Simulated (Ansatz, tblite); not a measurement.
# In4Sb4 wurtzite atom sphere (In₄Sb₄H₁₄): which spin state is lowest

Aim: set other spin states of In4Sb4 wurtzite atom sphere (In₄Sb₄H₁₄) against its singlet, on many levels of theory.

Program: Ansatz 0.2.0, Gaussian basis. Level of theory: as each input shows. These are calculated values, not measurements.

Plan: triplet, at the geometry of the singlet (GFN1-xTB, GFN2-xTB, PBE0-D4/def2-TZVP, PBE-D4/def2-TZVP); the singlet's energies come from earlier runs.

2 further runs of the same task are left out: 2 set aside as unsound or not needed.

## Step 1: The relaxed structure

The singlet was relaxed beforehand with r2SCAN-D4/def2-SVP.

22 atoms, charge 0, spin multiplicity 1.

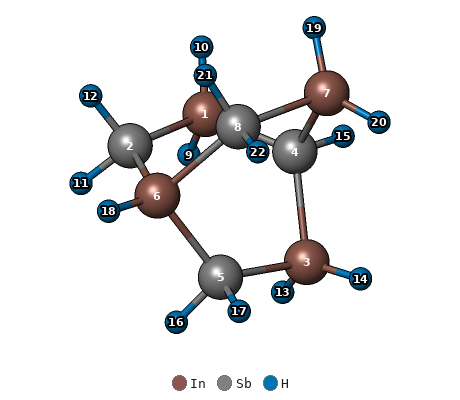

The structure; indium brown, antimony grey, hydrogen blue; atoms are numbered from 1 in the order of the file.

In, Sb take a core potential in the def2 sets. No spin-orbit coupling is included.

## Step 2: Triplet at the fixed geometry, GFN1-xTB

Tight binding, by tblite at 300 K electronic temperature and without a spin-polarisation term:

```python
tblite.interface.Calculator('GFN1-xTB', numbers, positions, charge=0, uhf=2).singlepoint()
```

Energy -644.3016 eV; 0.057 s.

## Step 3: Triplet at the fixed geometry, GFN2-xTB

Tight binding, by tblite at 300 K electronic temperature and without a spin-polarisation term:

```python
tblite.interface.Calculator('GFN2-xTB', numbers, positions, charge=0, uhf=2).singlepoint()
```

Energy -562.5308 eV; 0.11 s.

## Step 4: Triplet at the fixed geometry, PBE0-D4/def2-TZVP

in.yaml reads:

```yaml
crystal:
  periodic: [false, false, false]
  atoms:
    - {symbol: In, position_ang: [-2.433491, -1.398119, -1.669799]}
    - {symbol: Sb, position_ang: [-2.159045, -1.247566, 1.276919]}
    - {symbol: In, position_ang: [2.425223, -1.409177, -1.674339]}
    - {symbol: Sb, position_ang: [-0.001496, -0.004053, -2.212460]}
    - {symbol: Sb, position_ang: [2.164536, -1.245805, 1.272750]}
    - {symbol: In, position_ang: [0.003590, 0.005696, 2.648153]}
    - {symbol: In, position_ang: [0.002372, 2.801205, -1.680775]}
    - {symbol: Sb, position_ang: [0.000222, 2.499681, 1.266945]}
    - {symbol: H, position_ang: [-2.264029, -3.089554, -1.962583]}
    - {symbol: H, position_ang: [-3.805909, -0.392846, -1.955352]}
    - {symbol: H, position_ang: [-2.277534, -2.774964, 2.021658]}
    - {symbol: H, position_ang: [-3.543982, -0.601727, 2.029538]}
    - {symbol: H, position_ang: [2.243402, -3.100920, -1.958127]}
    - {symbol: H, position_ang: [3.802400, -0.414088, -1.971963]}
    - {symbol: H, position_ang: [-0.003042, -0.007601, -3.919911]}
    - {symbol: H, position_ang: [2.290991, -2.770111, 2.022501]}
    - {symbol: H, position_ang: [3.550727, -0.592901, 2.016903]}
    - {symbol: H, position_ang: [0.005242, 0.009506, 4.371884]}
    - {symbol: H, position_ang: [-1.549786, 3.494331, -1.973903]}
    - {symbol: H, position_ang: [1.556462, 3.490781, -1.972055]}
    - {symbol: H, position_ang: [-1.261159, 3.370515, 2.010056]}
    - {symbol: H, position_ang: [1.254286, 3.377727, 2.013938]}
basis:
  gaussian: {orbitals: def2-TZVP, fitting: {mean_field: def2-universal-jkfit}}
magnetization: {spin_polarized: true, initial_magnetization: 2}
hamiltonian: {xc: pbe0, dispersion: d4}
scf: {omitted_lower_state_checks: [starts]}
output: {orbitals: {seedname: orbitals}}
```

Command:

```bash
$ ansatz run in.yaml --threads 2 --pin off --events-out ev --progress --plain --max-ram 32768MiB --backend cuda --devices 0, --max-vram 18GiB
```

The program printed:

```text
Functional definition: PBE0
  name "PBE0"
  cite "Adamo & Barone, J. Chem. Phys. 110, 6158 (1999) doi:10.1063/1.478522"
  cite "Perdew, Burke & Ernzerhof, Phys. Rev. Lett. 77, 3865 (1996) doi:10.1103/PhysRevLett.77.3865"
  parent pbe
  parameter a = 0.25
  parameter kappa = 0.804
  parameter beta = 0.06672455060314922
  exchange = (1 - a)*pbe_x(kappa = kappa, mu = beta*pi^2/3) + a*exact_x
  correlation = pbe_c(beta = beta)
these checks for a lower state are left out or cut short: starts
1996 factors; integrals over basis functions are off by at most 6.9e-1 eV
mean field evaluation 1: about -47070.3286 eV, gradient 1.9e1 eV
mean field evaluation 2: about -47067.7894 eV, gradient 2.6e1 eV
mean field evaluation 4: about -47072.4717 eV, gradient 3.9e0 eV
mean field evaluation 8: about -47072.6383 eV, gradient 3.1e-1 eV
mean field evaluation 16: about -47072.6641 eV, gradient 9.8e-1 eV
mean field -47072.68192164 eV, -1729.8891536107 hartree, gradient 4.8e-6 eV, S^2 2.006761; 0 other end points of the search recorded, 0 dependent functions left out
reference -47072.68201749 eV, -1729.8891571330 hartree; 96, 94 occupied and 388, 390 virtual orbitals, 1996 factors
Total energy: -47073.72358961 eV, -1729.9274342023 hartree
Checks for a lower state left out: starts
```

Run time: 15 s. Hardware: 1 × H100 (card shared with other runs) with 2 threads of AMD EPYC 7R13, shared host; peak host memory 1.1 GiB.

HOMO -3.12 eV, LUMO -5.83 eV (over both spins; with the spin held, an empty level of the minority spin lies below the top filled one); ⟨S²⟩ 2.007 (pure: 2.00).

## Step 5: Triplet at the fixed geometry, PBE-D4/def2-TZVP

start.molden holds the orbitals of an earlier run on this state, given as this run's starting guess.

Changes to in.yaml since step 4:

```diff
@@ -26,5 +26,5 @@
 basis:
-  gaussian: {orbitals: def2-TZVP, fitting: {mean_field: def2-universal-jkfit}}
+  gaussian: {orbitals: def2-TZVP, fitting: {mean_field: def2-universal-jkfit}, initial_orbitals: start.molden}
 magnetization: {spin_polarized: true, initial_magnetization: 2}
-hamiltonian: {xc: pbe0, dispersion: d4}
+hamiltonian: {xc: pbe, dispersion: d4}
 scf: {omitted_lower_state_checks: [starts]}
```

Same command.

The program printed:

```text
Functional definition: PBE
  name "PBE"
  cite "Perdew, Burke & Ernzerhof, Phys. Rev. Lett. 77, 3865 (1996) doi:10.1103/PhysRevLett.77.3865"
  parent pbe
  parameter kappa = 0.804
  parameter beta = 0.06672455060314922
  exchange = pbe_x(kappa = kappa, mu = beta*pi^2/3)
  correlation = pbe_c(beta = beta)
these checks for a lower state are left out or cut short: starts
1996 factors; integrals over basis functions are off by at most 6.9e-1 eV
mean field evaluation 1: about -47070.8665 eV, gradient 8.6e0 eV
mean field evaluation 2: about -47071.2472 eV, gradient 5.4e-1 eV
mean field evaluation 4: about -47071.3723 eV, gradient 4.2e-1 eV
mean field evaluation 8: about -47071.3812 eV, gradient 2.4e-2 eV
mean field evaluation 16: about -47071.3812 eV, gradient 1.6e-4 eV
mean field -47071.38124783 eV, -1729.8413547296 hartree, gradient 2.8e-6 eV, S^2 2.002161; 0 other end points of the search recorded, 0 dependent functions left out
reference -47071.38137681 eV, -1729.8413594696 hartree; 96, 94 occupied and 388, 390 virtual orbitals, 1996 factors
Total energy: -47072.52706113 eV, -1729.8834625916 hartree
Checks for a lower state left out: starts
```

Run time: 13 s. Hardware: 1 × H100 (card shared with other runs) with 2 threads of AMD EPYC 7R13, shared host; peak host memory 1.1 GiB.

Report: HOMO -2.54 eV, LUMO -6.16 eV (over both spins; with the spin held, an empty level of the minority spin lies below the top filled one); ⟨S²⟩ 2.002 (pure: 2.00).

## Step 6: Triplet less singlet, vertical

The singlet's energies are those of its earlier runs, whose logs aren't repeated here.

```
            level  triplet less singlet, vertical (kcal/mol)     time
         GFN1-xTB                                      +71.2  0.098 s
         GFN2-xTB                                      +70.6   0.15 s
 PBE-D4/def2-TZVP                                      +84.3     19 s
PBE0-D4/def2-TZVP                                      +96.4     20 s
```

Times add the two runs; a level without a time comes out of a correlated run. Tight binding without a spin term can't rank spin states.

## Step 7: Results

| quantity | value |
| --- | --- |
| triplet less singlet, vertical, functionals in def2-TZVP | +84.3 (PBE-D4) to +96.4 kcal/mol (PBE0-D4) |

What this shows: All functionals put the triplet above the singlet, over a spread of 12.1 kcal/mol. The checks for a lower triplet were left out, so another state of that spin may lie lower. These are electronic energies, without zero-point motion, entropy or surroundings.
